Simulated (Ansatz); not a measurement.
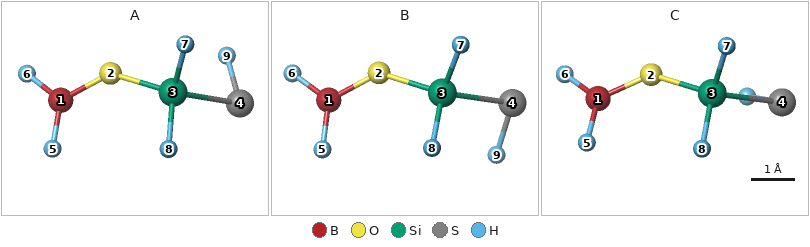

3 geometries from a converged minimum-energy path of BSiH5SO, shuffled. The picture is a ball-and-stick view, seen from a free direction.

All numbers below come from RKS r2SCANh-D4/6-31G in Ansatz. Settings: 9 movable images; climbing image; force threshold 0.03 eV/Å; iteration limit 27; starting path by image-dependent pair potential.

Q: Which frame is the top of the path?

A: C. In order along the path, whose images run from 0 to 10: A (image 2, +2.4 kJ/mol), C (image 5, +10.3 kJ/mol), B (image 10, +2.6 kJ/mol). The motion is a rotation about the Si3–S4 bond by about 140°. No bond forms or breaks between the ends. Among the angles between lasting bonds that change up to the highest image: S4–Si3–H8 104.4° → 111.1°, O2–Si3–S4 110.7° → 106.4°.
